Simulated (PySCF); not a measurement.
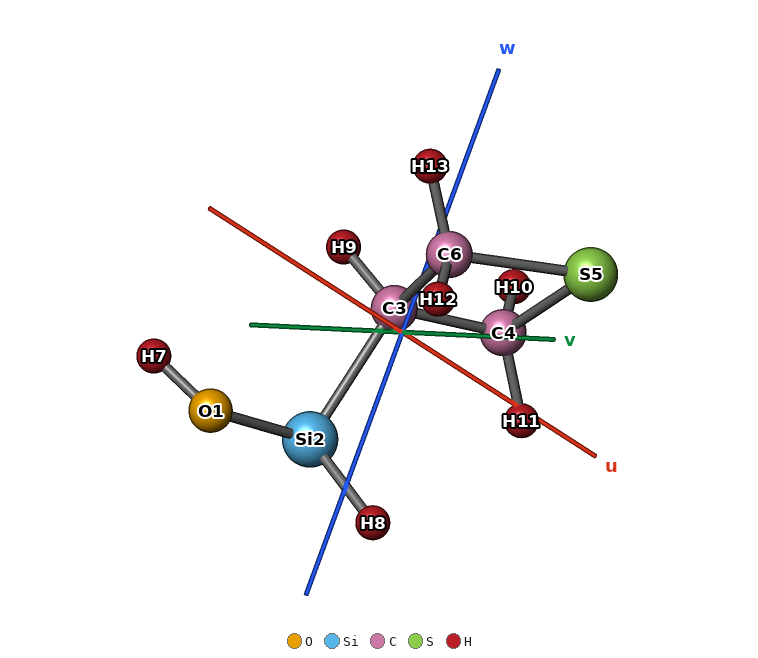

The lines u, v and w are the principal axes of the g tensor. State: neutral, doublet. The computed structure is the end point of a GFN2-xTB optimisation. No frequency run is at hand to confirm it as a minimum. Method: UKS B3LYP, pcH-1 on C H O S Si, non-relativistic, mean-field spin-orbit, GIAO (PySCF 2.14.0).

Along which axis does g lie farthest from the free-electron value?

Answer. Along u: the shift is 1123 ppm.

Give the principal values and shifts.

```tsv
axis	g	shift (ppm)
u	2.00344	1123
v	2.00278	459
w	2.00192	−403
```

The geometry is semi-empirical. Around Si such bond lengths and angles can be off by a tenth of an ångström or more and by several degrees, and values that hang on the shape move with them.
